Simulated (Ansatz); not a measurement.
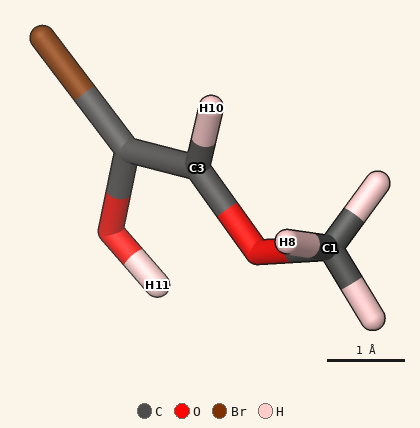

Fig. 1: The structure as given in the input (stick view, seen at a tilt; atoms are numbered from 1 in the order of the input). Bond lengths as drawn: Br–C 1.84 Å, C–C 1.30 Å, C–H 1.05 to 1.13 Å, C–O 1.36 to 1.49 Å and H–O 0.96 Å.

Geometry relaxation of C₃H₅BrO₂

System: C₃H₅BrO₂.
Method: RKS B3LYP/def2-SVP (Ansatz 0.2.0).

It belongs to a series of runs on one base structure; here: end point A relaxed. Figures and captions count atoms from 1; the log counts them from 0 in places.

**Input file**
```yaml
crystal:
  periodic: [false, false, false]
  atoms:
    - { symbol: C, position_ang: [0.5224, -1.7977, -0.253] }
    - { symbol: O, position_ang: [-0.3645, -0.6022, -0.348] }
    - { symbol: C, position_ang: [0.1874, 0.5073, 0.212] }
    - { symbol: C, position_ang: [-0.3442, 1.6911, 0.2746] }
    - { symbol: O, position_ang: [-1.6856, 1.803, -0.2642] }
    - { symbol: Br, position_ang: [0.3527, 3.2061, 1.0487] }
    - { symbol: H, position_ang: [-0.0271, -2.5857, -0.7303] }
    - { symbol: H, position_ang: [0.7113, -1.9974, 0.7735] }
    - { symbol: H, position_ang: [1.4171, -1.5746, -0.7627] }
    - { symbol: H, position_ang: [1.2179, 0.3648, 0.648] }
    - { symbol: H, position_ang: [-1.922, 0.9284, -0.578] }
basis:
  gaussian: { orbitals: def2-SVP }
hamiltonian:
  xc: b3lyp
relax:
  f_tol: 0.02
  max_steps: 50
output:
  orbitals: {}
```

Command:
```bash
ansatz run input.yaml --threads 2 --pin off --max-ram 3072MiB --backend cpu --events-out ev --progress --plain --runs-dir out
```

**What the program printed**
```
The last accepted step is kept in [file] (removed where the run ends without a failure and the disk answers)
Engine: ansatz 0.2.0, x86_64-unknown-linux-gnu
Functional definition: B3LYP
  parameter a0 = 0.2
  parameter ax = 0.72
  parameter ac = 0.81
  exchange = (1 - a0 - ax)*slater_x + ax*b88_x + a0*exact_x
  correlation = (1 - ac)*vwn_rpa_c + ac*lyp_c
1390 factors; integrals over basis functions are off by at most 2.8e-4 eV
mean field evaluation 1: about -77311.1967 eV, gradient 5.5e1 eV
mean field evaluation 2: about -77307.5381 eV, gradient 7.1e1 eV
mean field evaluation 4: about -77317.7028 eV, gradient 3.9e0 eV
mean field evaluation 8: about -77317.7716 eV, gradient 1.5e-1 eV
mean field evaluation 16: about -77317.7717 eV, gradient 3.2e-5 eV
mean field -77317.77165851 eV, -2841.3757005821 hartree, gradient 3.2e-5 eV, S^2 0.000000; 0 other end points of the search recorded, 0 dependent functions left out
the calculation of the forces begins
reference -77317.77191306 eV, -2841.3757099370 hartree; 37, 37 occupied and 90, 90 virtual orbitals, 1390 factors
relax step   1: F+E_penalty+E_count = -77317.77165851 eV  Δ(F+E_penalty+E_count) = +0.000e0 eV  max|allowed force component| = 4.780e0 eV/Å  Δτ_max = 0.0000 Å  (27 SCF iters, accepted)
these checks for a lower state are left out or cut short: starts, cluster_reference, orbital_swaps, neighbouring_geometries, increment
1390 factors; integrals over basis functions are off by at most 2.9e-4 eV
mean field -77318.18095708 eV, -2841.3907420274 hartree, gradient 1.7e-5 eV, S^2 0.000000; 0 other end points of the search recorded, 0 dependent functions left out
[... from here on the field's lines of each further geometry are left out, up to the last ...]
relax step   2: F+E_penalty+E_count = -77318.18095708 eV  Δ(F+E_penalty+E_count) = -4.093e-1 eV  max|allowed force component| = 2.513e0 eV/Å  Δτ_max = 0.0686 Å  (30 SCF iters, accepted)
relax step   3: F+E_penalty+E_count = -77318.31992211 eV  Δ(F+E_penalty+E_count) = -1.390e-1 eV  max|allowed force component| = 7.915e-1 eV/Å  Δτ_max = 0.0791 Å  (29 SCF iters, accepted)
relax step   4: F+E_penalty+E_count = -77318.34595326 eV  Δ(F+E_penalty+E_count) = -2.603e-2 eV  max|allowed force component| = 2.325e-1 eV/Å  Δτ_max = 0.0503 Å  (31 SCF iters, accepted)
relax step   5: F+E_penalty+E_count = -77318.34759877 eV  Δ(F+E_penalty+E_count) = -1.646e-3 eV  max|allowed force component| = 8.604e-2 eV/Å  Δτ_max = 0.0085 Å  (31 SCF iters, accepted)
relax step   6: F+E_penalty+E_count = -77318.34794152 eV  Δ(F+E_penalty+E_count) = -3.427e-4 eV  max|allowed force component| = 1.890e-2 eV/Å  Δτ_max = 0.0059 Å  (25 SCF iters, accepted)
relax step   7: F+E_penalty+E_count = -77318.34804529 eV  Δ(F+E_penalty+E_count) = -1.038e-4 eV  max|allowed force component| = 1.421e-2 eV/Å  Δτ_max = 0.0055 Å  (24 SCF iters, accepted)
relax step   8: F+E_penalty+E_count = -77318.34817381 eV  Δ(F+E_penalty+E_count) = -1.285e-4 eV  max|allowed force component| = 2.247e-2 eV/Å  Δτ_max = 0.0121 Å  (32 SCF iters, accepted)
relax step   9: F+E_penalty+E_count = -77318.34867165 eV  Δ(F+E_penalty+E_count) = -4.978e-4 eV  max|allowed force component| = 6.953e-2 eV/Å  Δτ_max = 0.0611 Å  (30 SCF iters, accepted)
relax step  10: F+E_penalty+E_count = -77318.34930552 eV  Δ(F+E_penalty+E_count) = -6.339e-4 eV  max|allowed force component| = 1.390e-1 eV/Å  Δτ_max = 0.0558 Å  (30 SCF iters, accepted)
relax step  11: F+E_penalty+E_count = -77318.35126694 eV  Δ(F+E_penalty+E_count) = -1.961e-3 eV  max|allowed force component| = 1.956e-1 eV/Å  Δτ_max = 0.0446 Å  (29 SCF iters, accepted)
relax step  12: F+E_penalty+E_count = -77318.34685349 eV  Δ(F+E_penalty+E_count) = +4.413e-3 eV  max|allowed force component| = 5.311e-1 eV/Å  Δτ_max = 0.1428 Å  (30 SCF iters, rejected (line search))
relax step  13: F+E_penalty+E_count = -77318.35662274 eV  Δ(F+E_penalty+E_count) = -5.356e-3 eV  max|allowed force component| = 9.531e-2 eV/Å  Δτ_max = 0.0714 Å  (30 SCF iters, accepted)
relax step  14: F+E_penalty+E_count = -77318.36159467 eV  Δ(F+E_penalty+E_count) = -4.972e-3 eV  max|allowed force component| = 6.371e-2 eV/Å  Δτ_max = 0.0967 Å  (30 SCF iters, accepted)
relax step  15: F+E_penalty+E_count = -77318.36398010 eV  Δ(F+E_penalty+E_count) = -2.385e-3 eV  max|allowed force component| = 2.849e-1 eV/Å  Δτ_max = 0.1458 Å  (29 SCF iters, accepted)
relax step  16: F+E_penalty+E_count = -77318.37107844 eV  Δ(F+E_penalty+E_count) = -7.098e-3 eV  max|allowed force component| = 8.085e-2 eV/Å  Δτ_max = 0.1052 Å  (30 SCF iters, accepted)
relax step  17: F+E_penalty+E_count = -77318.37175233 eV  Δ(F+E_penalty+E_count) = -6.739e-4 eV  max|allowed force component| = 1.227e-1 eV/Å  Δτ_max = 0.0482 Å  (30 SCF iters, accepted)
relax step  18: F+E_penalty+E_count = -77318.37324782 eV  Δ(F+E_penalty+E_count) = -1.495e-3 eV  max|allowed force component| = 5.066e-2 eV/Å  Δτ_max = 0.0221 Å  (30 SCF iters, accepted)
the calculation of the forces begins
reference -77318.37362187 eV, -2841.3978223276 hartree; 37, 37 occupied and 90, 90 virtual orbitals, 1390 factors
relax step  19: F+E_penalty+E_count = -77318.37336906 eV  Δ(F+E_penalty+E_count) = -1.212e-4 eV  max|allowed force component| = 7.211e-3 eV/Å  Δτ_max = 0.0049 Å  (24 SCF iters, accepted)
```

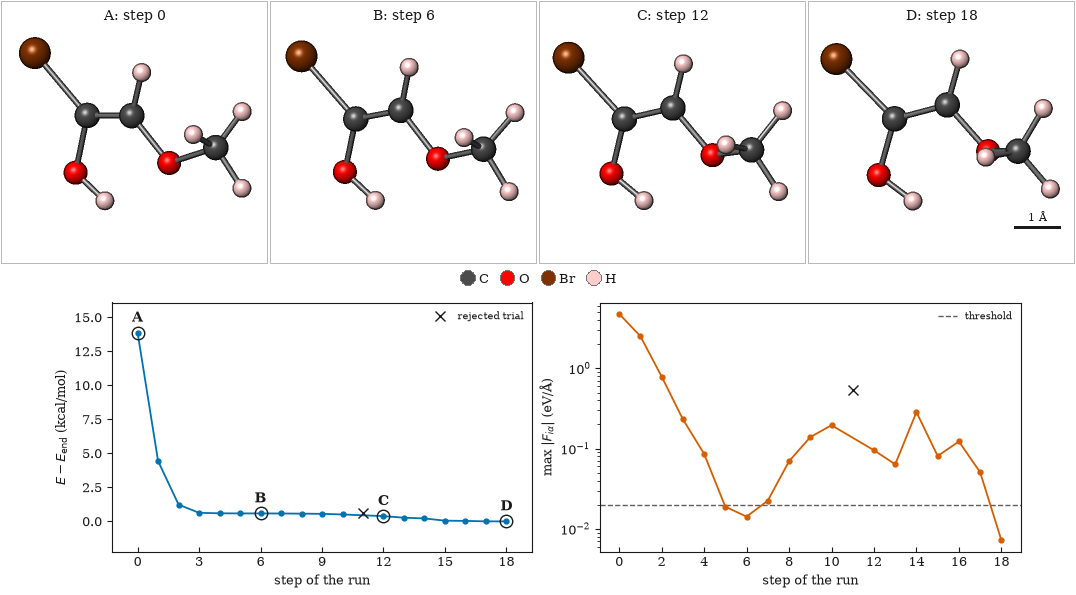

Fig. 2: Frames of the relaxation (ball-and-stick view, seen at a tilt) above the curves, on which the letters mark them (the first geometry is step 0 here and step 1 in the log).

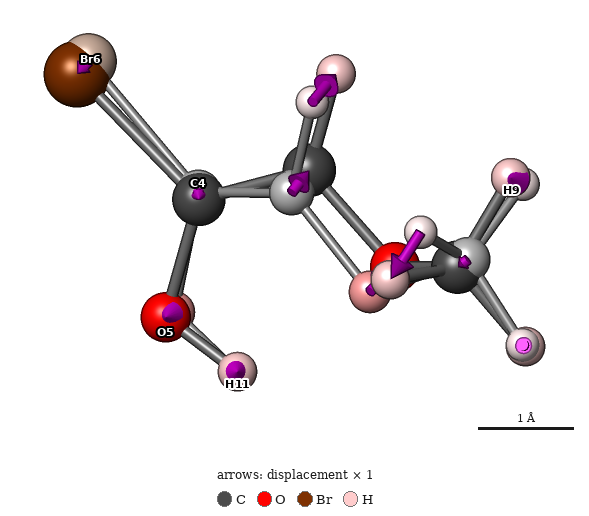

Fig. 3: Start (faint) and end (solid) with the displacements as pink arrows, at true length (ball-and-stick view, seen at a tilt). The two geometries are laid on each other by the best rigid fit. The largest move after the best rigid fit is that of H8, 0.60 Å. By element the largest moves are H 0.60 Å, O 0.46 Å, C 0.35 Å, Br 0.18 Å. Among the contacts that change: C4–O5 1.450 → 1.346 Å, C1–O2 1.492 → 1.415 Å, C1–H9 1.054 → 1.106 Å, C4–Br6 1.839 → 1.890 Å. Among the angles that change: O2–C3–C4 126.7° → 117.4°, C3–C4–O5 115.5° → 124.3°, C3–C4–Br6 128.0° → 122.0°. Over 18 geometry steps the energy falls by 13.9 kcal/mol. Largest force component: 4.8 eV/Å at the start, 0.0072 eV/Å at the end. The line search rejected the trial step at point 11 (counted from 0) and went back. (Atoms are counted from 1 in the order of the input.)

```
1390 factors; integrals over basis functions are off by at most 4.0e-4 eV
mean field -77318.37336906 eV, -2841.3978130370 hartree, gradient 1.2e-5 eV, S^2 0.000000; 1 other end points of the search recorded, 0 dependent functions left out
the calculation of the forces begins
reference -77318.37362187 eV, -2841.3978223276 hartree; 37, 37 occupied and 90, 90 virtual orbitals, 1390 factors
Total energy: -77318.37362187 eV, -2841.3978223276 hartree
Atom 0 at     0.402301    -1.734670    -0.232144 Å, force     0.003417    -0.001954     0.004986 eV/Å
Atom 1 at    -0.058359    -0.470514    -0.670814 Å, force    -0.004726     0.002308    -0.004755 eV/Å
Atom 2 at     0.450031     0.609064     0.012465 Å, force    -0.005465     0.002001     0.000906 eV/Å
Atom 3 at    -0.400422     1.603561     0.316713 Å, force     0.000613     0.001753    -0.000481 eV/Å
Atom 4 at    -1.715352     1.589756     0.030735 Å, force    -0.001441    -0.007211    -0.002666 eV/Å
Atom 5 at     0.180661     3.199004     1.145697 Å, force     0.001136     0.001238     0.000827 eV/Å
Atom 6 at    -0.048795    -2.492707    -0.887648 Å, force    -0.000021     0.000520     0.000058 eV/Å
Atom 7 at     0.110444    -1.937136     0.814867 Å, force     0.001159     0.000613    -0.003844 eV/Å
Atom 8 at     1.503231    -1.807531    -0.310715 Å, force    -0.001561    -0.001914     0.001255 eV/Å
Atom 9 at     1.519699     0.635951     0.234199 Å, force     0.006792    -0.001105     0.001373 eV/Å
Atom 10 at    -1.878039     0.748320    -0.432754 Å, force     0.000097     0.003751     0.002340 eV/Å
Dipole moment:     0.168499    -0.578930    -0.037049 e Å
```

**Trajectory as extended XYZ (Å, eV, eV/Å), 10 of the 19 frames kept, from step=1 to step=19**
```
11
Properties=species:S:1:pos:R:3:forces:R:3 step=1 energy=-77317.77166
C     0.5224   -1.7977   -0.2530   -2.4368   2.1809  -0.2844
O    -0.3645   -0.6022   -0.3480    0.4905  -0.9044   0.0638
C     0.1874    0.5073    0.2120    3.8863  -2.3642   1.0427
C    -0.3442    1.6911    0.2746   -4.7804   0.6898  -1.7108
O    -1.6856    1.8030   -0.2642    2.0369   1.3518   1.1134
Br    0.3527    3.2061    1.0487    0.1804   0.4832   0.1867
H    -0.0271   -2.5857   -0.7303   -0.3294  -0.7122  -0.3200
H     0.7113   -1.9974    0.7735    0.2359  -0.4476   1.3159
H     1.4171   -1.5746   -0.7627    1.5506   0.1657  -0.8962
H     1.2179    0.3648    0.6480   -0.8527   0.1279  -0.3738
H    -1.9220    0.9284   -0.5780    0.0188  -0.5708  -0.1374
11
Properties=species:S:1:pos:R:3:forces:R:3 step=3 energy=-77318.31992
C     0.4794   -1.7686   -0.2696    0.2329  -0.3278  -0.0408
O    -0.2768   -0.5919   -0.3263   -0.2384   0.2454  -0.0003
C     0.2910    0.5146    0.2451   -0.2599   0.7566   0.0717
C    -0.4160    1.6703    0.2400    0.7915  -0.6578   0.4573
O    -1.6604    1.7961   -0.2166   -0.6088  -0.1882  -0.5221
Br    0.2600    3.2558    0.9959    0.1396   0.1423   0.0859
H    -0.1126   -2.5544   -0.7645    0.0916   0.0134   0.0453
H     0.6797   -2.0776    0.7788    0.0033   0.0192  -0.1525
H     1.4493   -1.6581   -0.8057   -0.1824  -0.0523   0.1300
H     1.2706    0.4383    0.7120    0.1603  -0.0535  -0.0764
H    -1.8987    0.9184   -0.5687   -0.1298   0.1026   0.0017
11
Properties=species:S:1:pos:R:3:forces:R:3 step=5 energy=-77318.34760
C     0.4758   -1.7712   -0.2666    0.0115   0.0006   0.0091
O    -0.2842   -0.5837   -0.3085   -0.0089  -0.0229  -0.0182
C     0.2918    0.5236    0.2606    0.0270   0.0860   0.0393
C    -0.4202    1.6634    0.2690   -0.0204  -0.0242  -0.0224
O    -1.6626    1.7892   -0.2432    0.0367  -0.0393   0.0106
Br    0.2629    3.2594    1.0135   -0.0029   0.0041   0.0014
H    -0.1147   -2.5554   -0.7601   -0.0019   0.0072   0.0011
H     0.6859   -2.0850    0.7734   -0.0056   0.0033  -0.0120
H     1.4368   -1.6589   -0.8035   -0.0147  -0.0010   0.0053
H     1.2967    0.4481    0.6797   -0.0096  -0.0272  -0.0128
H    -1.9029    0.9136   -0.5937   -0.0113   0.0135  -0.0014
11
Properties=species:S:1:pos:R:3:forces:R:3 step=7 energy=-77318.34805
C     0.4732   -1.7695   -0.2666   -0.0075   0.0013   0.0034
O    -0.2795   -0.5780   -0.3130    0.0035   0.0012  -0.0063
C     0.2988    0.5282    0.2599    0.0030  -0.0142  -0.0025
C    -0.4182    1.6637    0.2695    0.0023   0.0135   0.0115
O    -1.6614    1.7803   -0.2395   -0.0106   0.0062  -0.0043
Br    0.2547    3.2645    1.0139   -0.0019  -0.0039  -0.0020
H    -0.1197   -2.5494   -0.7636   -0.0008  -0.0008  -0.0007
H     0.6752   -2.0851    0.7740   -0.0002  -0.0006   0.0032
H     1.4371   -1.6634   -0.7983    0.0036   0.0007  -0.0012
H     1.3044    0.4472    0.6750    0.0041   0.0024  -0.0020
H    -1.8991    0.9046   -0.5906    0.0045  -0.0058   0.0009
11
Properties=species:S:1:pos:R:3:forces:R:3 step=9 energy=-77318.34867
C     0.4633   -1.7668   -0.2633    0.0182  -0.0019   0.0259
O    -0.2538   -0.5555   -0.3580    0.0683  -0.0049   0.0061
C     0.3235    0.5434    0.2356   -0.0695  -0.0281  -0.0378
C    -0.4163    1.6650    0.2782    0.0041  -0.0646  -0.0090
O    -1.6711    1.7541   -0.2097    0.0278   0.0176   0.0207
Br    0.2312    3.2723    1.0265    0.0077   0.0025   0.0032
H    -0.1252   -2.5341   -0.7857    0.0147   0.0075   0.0048
H     0.6038   -2.0812    0.7896   -0.0089   0.0233  -0.0485
H     1.4572   -1.6909   -0.7469   -0.0533   0.0002   0.0278
H     1.3408    0.4616    0.6220   -0.0158   0.0407  -0.0003
H    -1.8881    0.8752   -0.5677    0.0069   0.0076   0.0071
11
Properties=species:S:1:pos:R:3:forces:R:3 step=11 energy=-77318.35127
C     0.4550   -1.7653   -0.2570    0.0890   0.0046   0.0872
O    -0.2182   -0.5343   -0.4279    0.1290  -0.0494   0.0235
C     0.3479    0.5572    0.1915   -0.1037   0.0088  -0.0395
C    -0.4165    1.6608    0.2851    0.0316  -0.1241   0.0035
O    -1.6874    1.7315   -0.1630    0.0512  -0.0023   0.0137
Br    0.2165    3.2660    1.0501    0.0099  -0.0022  -0.0007
H    -0.1155   -2.5245   -0.8122    0.0409   0.0209   0.0228
H     0.5075   -2.0653    0.8127   -0.0149   0.0654  -0.1912
H     1.4888   -1.7241   -0.6665   -0.1956  -0.0039   0.0798
H     1.3791    0.4856    0.5442   -0.0404   0.0601  -0.0119
H    -1.8918    0.8555   -0.5365    0.0031   0.0221   0.0128
11
Properties=species:S:1:pos:R:3:forces:R:3 step=13 energy=-77318.35662
C     0.4509   -1.7635   -0.2552    0.0710   0.0296   0.0451
O    -0.1786   -0.5197   -0.4855    0.0191  -0.0426   0.0481
C     0.3609    0.5632    0.1679   -0.0119  -0.0002  -0.0519
C    -0.4200    1.6496    0.2963   -0.0102  -0.0616   0.0226
O    -1.6990    1.7121   -0.1264    0.0363   0.0340  -0.0172
Br    0.2101    3.2549    1.0657   -0.0025  -0.0082   0.0199
H    -0.1178   -2.5235   -0.8090    0.0142   0.0071  -0.0069
H     0.4591   -2.0348    0.8200   -0.0133   0.0452  -0.0953
H     1.4955   -1.7571   -0.6293   -0.0938  -0.0180   0.0554
H     1.3966    0.5122    0.5100   -0.0034   0.0282  -0.0292
H    -1.8923    0.8496   -0.5339   -0.0054  -0.0134   0.0095
11
Properties=species:S:1:pos:R:3:forces:R:3 step=15 energy=-77318.36398
C     0.4313   -1.7535   -0.2373    0.0677   0.1029   0.0784
O    -0.0929   -0.4886   -0.6249    0.1055  -0.2585   0.1132
C     0.4119    0.5879    0.0607   -0.0203   0.2501   0.0356
C    -0.4157    1.6233    0.3032    0.0404  -0.1413   0.0143
O    -1.7207    1.6590   -0.0366    0.1160  -0.0719  -0.0059
Br    0.1877    3.2037    1.1502   -0.0074  -0.0320  -0.0360
H    -0.0888   -2.5121   -0.8396    0.0259   0.0043   0.0194
H     0.2605   -1.9637    0.8437    0.0341   0.0872  -0.2849
H     1.5244   -1.8202   -0.4471   -0.2797   0.0528   0.0720
H     1.4736    0.5953    0.3298   -0.0865  -0.0169  -0.0187
H    -1.9059    0.8120   -0.4814    0.0043   0.0234   0.0125
11
Properties=species:S:1:pos:R:3:forces:R:3 step=17 energy=-77318.37175
C     0.4070   -1.7428   -0.2333    0.0135   0.0751   0.0061
O    -0.0506   -0.4728   -0.6582   -0.0980   0.0319  -0.0602
C     0.4507    0.6120    0.0220   -0.0087  -0.1227   0.0016
C    -0.4022    1.6072    0.3171   -0.0239   0.0338  -0.0119
O    -1.7162    1.5987    0.0238    0.0078   0.0204   0.0242
Br    0.1723    3.2099    1.1398    0.0135  -0.0236  -0.0059
H    -0.0613   -2.4925   -0.8866    0.0053   0.0040   0.0064
H     0.1314   -1.9491    0.8163   -0.0149  -0.0068   0.0254
H     1.5050   -1.8236   -0.3303    0.0340  -0.0084  -0.0008
H     1.5185    0.6360    0.2483    0.0357   0.0365   0.0272
H    -1.8892    0.7599   -0.4383    0.0357  -0.0401  -0.0120
11
Properties=species:S:1:pos:R:3:forces:R:3 step=19 energy=-77318.37337
C     0.4023   -1.7347   -0.2321    0.0034  -0.0020   0.0050
O    -0.0584   -0.4705   -0.6708   -0.0047   0.0023  -0.0048
C     0.4500    0.6091    0.0125   -0.0055   0.0020   0.0009
C    -0.4004    1.6036    0.3167    0.0006   0.0018  -0.0005
O    -1.7154    1.5898    0.0307   -0.0014  -0.0072  -0.0027
Br    0.1807    3.1990    1.1457    0.0011   0.0012   0.0008
H    -0.0488   -2.4927   -0.8876    0.0000   0.0005   0.0001
H     0.1104   -1.9371    0.8149    0.0012   0.0006  -0.0038
H     1.5032   -1.8075   -0.3107   -0.0016  -0.0019   0.0013
H     1.5197    0.6360    0.2342    0.0068  -0.0011   0.0014
H    -1.8780    0.7483   -0.4328    0.0001   0.0038   0.0023
```

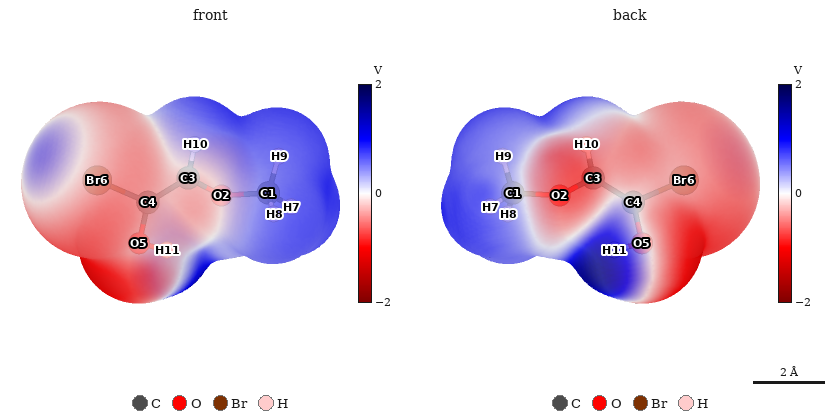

Fig. 4: The electrostatic potential painted on the density surface at 0.001 e/bohr³, seen at a tilt and from behind; red is negative and blue positive.

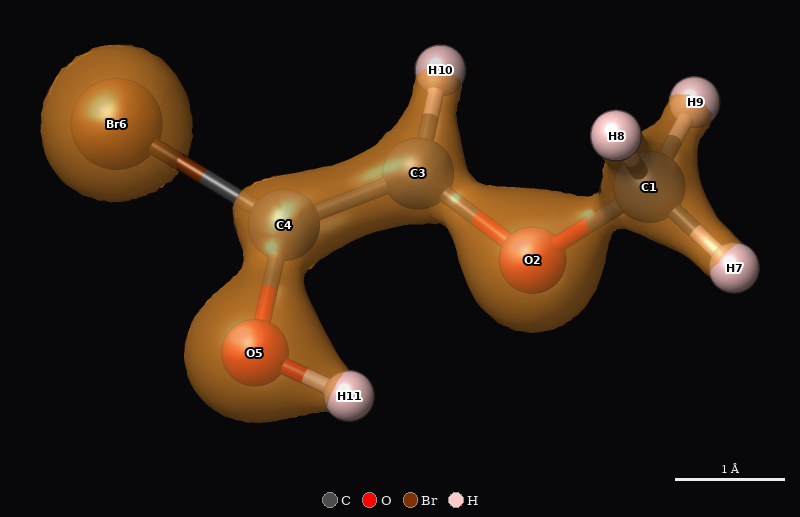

Fig. 5: Isosurface of the electron density at 1.5 e/Å³ (orange), seen at a tilt. At this value the surface falls into two separate pieces. It is pinched off along the C–Br (1.89 Å) contacts. On the grid the lowest density along these lines, outside the cores, is 2.3 e/Å³ (C–C, 1.34 Å), 2.1 e/Å³ (C–O, 1.35 Å), 1.1 e/Å³ (C–Br, 1.89 Å) and 2.3 e/Å³ (O–H, 0.97 Å).

**Key numbers**

| quantity | value |
| --- | --- |
| outcome | converged |
| total energy | −77318.3736 eV |
| mean-field energy | −77318.3736 eV |
| largest force (length of the vector) at the end | 0.008 eV/Å |
| hardware | 2 threads of Intel Xeon (Granite Rapids), 16 GiB of memory available, shared host |
| wall time | 45 s (CPU time 87 s) |
| peak memory | 0.36 GiB |
